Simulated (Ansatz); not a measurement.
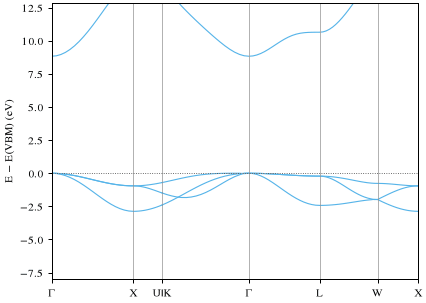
*Band structure from DFT-PBE in the program Ansatz with PAW potentials*

Task: Read off the gap and where the band edges lie.

Result: About 8.8 eV (8.83 eV by a search for the band edges); maximum on the K–Γ line, 83 % of the way from K, minimum at Γ.

The material is LiF (rock salt, Fm-3m).

The cell was relaxed with PBE under the symmetry of its start.

Potentials: the later of the program's two PAW sets.
